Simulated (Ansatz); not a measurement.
# F2GeH2···PH3: what the fields show

```yaml
atoms:
  - { symbol: Ge, position_ang: [0.9551, -0.1491, -0.7194] }
  - { symbol: F, position_ang: [-0.2908, 0.0984, 0.4711] }
  - { symbol: F, position_ang: [2.4340, 0.2700, 0.0862] }
  - { symbol: H, position_ang: [0.7269, 0.8598, -1.8493] }
  - { symbol: H, position_ang: [0.9992, -1.6451, -1.0443] }
  - { symbol: P, position_ang: [-3.5770, 0.1161, 2.5964] }
  - { symbol: H, position_ang: [-4.3807, 0.3263, 1.4310] }
  - { symbol: H, position_ang: [-3.7157, -1.3060, 2.5260] }
  - { symbol: H, position_ang: [-2.3553, 0.1174, 1.8551] }
```

Computed with Ansatz, RKS B3LYP/def2-SVP.

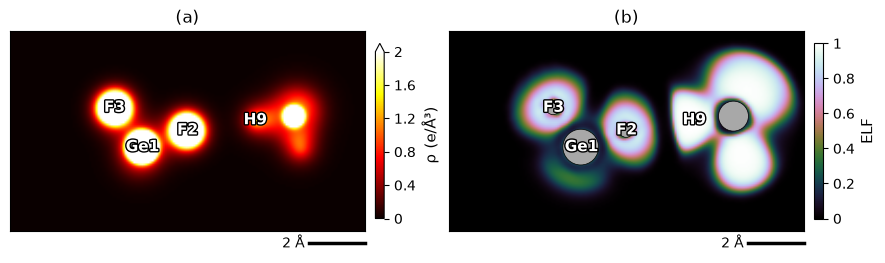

Figure 1. (a) electron density; (b) ELF on the plane of atoms F2, Ge1 and F3. Grey discs cover the atomic cores in the ELF map.

**Read the bonding off the picture.**

The section cuts through Ge, F and H sites. F2···H9 (2.49 Å): the density falls to about 0.05 e/Å³ on the way; the ELF dips to about 0 between them; a non-bonded, intermolecular contact. Ge–F (1.74 Å): ρ at the midpoint is about 0.92 e/Å³; the ELF peaks at about 0.80 in the valence shell of F, 0.5 Å from its nucleus, and is about 0.25 at the midpoint. The ELF also peaks beside F2, F3 and P6, away from the bonds: lone-pair regions.

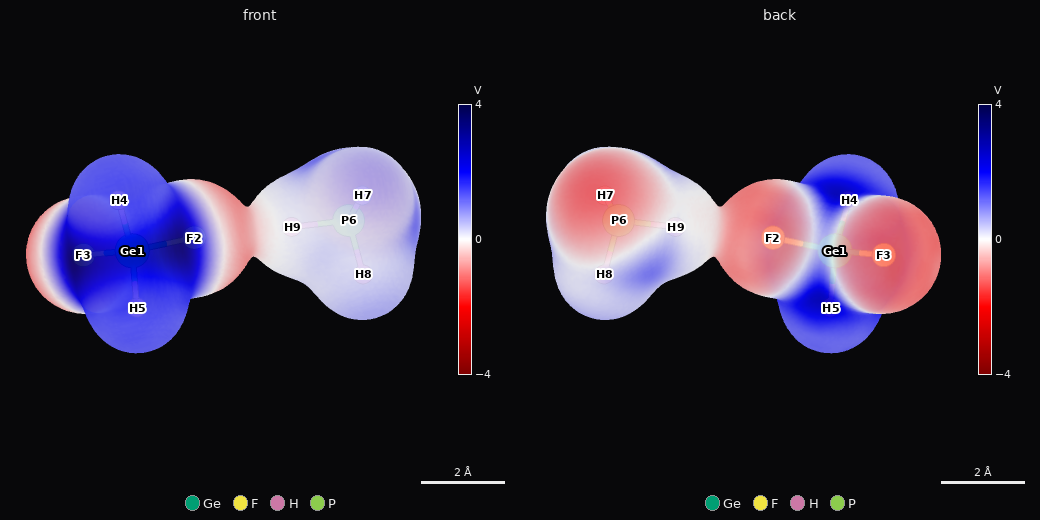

Figure 2. The molecular electrostatic potential painted on the density surface at 0.004 e/bohr³, seen from the front and from behind; red is negative and blue positive.

**Describe the electrostatic potential map.**

The most negative region (about −1.2 V) lies over F3 and P6, the most positive (about +3.3 V) over Ge1.

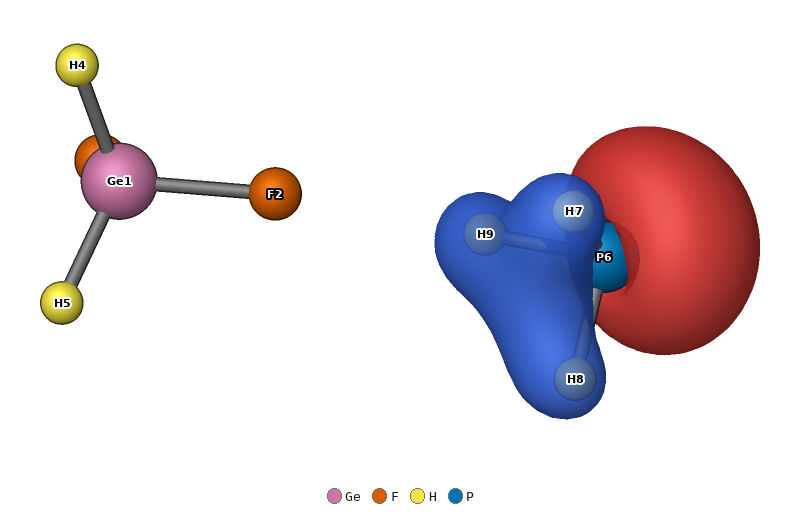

Figure 3. The HOMO at ±0.15 Å⁻³ᐟ² (blue and red are the two phases), seen at a tilt.

**Where does this orbital lie, and at what energy?**

It lies mainly on P6 (about 80 %), H9 (about 5 %), H8 (about 5 %) and H7 (about 5 %); largely a lone pair of P6. Its energy is −7.23 eV.
